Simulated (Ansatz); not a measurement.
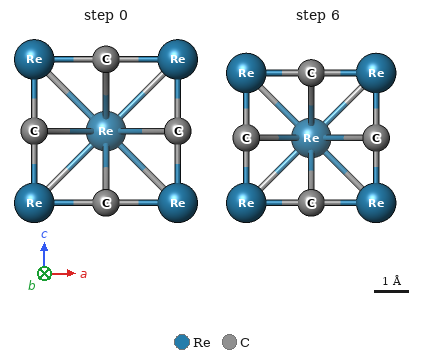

The structure of solid Re$_{2}$C$_{3}$ (a generated structure, set up in Pm-3m) (coarse preliminary run) before (left) and after (right) a relaxation, at one scale.

A ball-and-stick model of the cell of the calculation, seen along the b axis.

All numbers below come from Ansatz 0.2.0, DFT PBE, scalar-relativistic, plane waves, PAW. (plane-wave cutoff 420 eV; k-point mesh 4 × 4 × 4; occupations gaussian; smearing width 0.1 eV; no spin polarisation; cell and atoms relaxed; force threshold 0.04 eV/Å; at most 70 steps)

Q: Describe what moved and what it gained.

A: Over 4 accepted moves (6 points after the start) the energy falls by 613 meV per atom. All forces vanish by symmetry, so only the cell relaxes. The pressure goes from −35.85 to 0.00 GPa. At 2 points the geometry stayed and the basis and grid were re-selected for the new cell (energy shift of 2.8 meV per atom at most each time). The atoms keep their places relative to the cell (all moves are under 0.005 Å). Cell: a = b = c 4.337 → 3.926 Å (−9.5 %). Volume −25.8 %. Some distances before and after: C–Re 3.067 → 2.776 Å, C–Re 2.169 → 1.963 Å. The space group stays Pm-3m (No. 221).
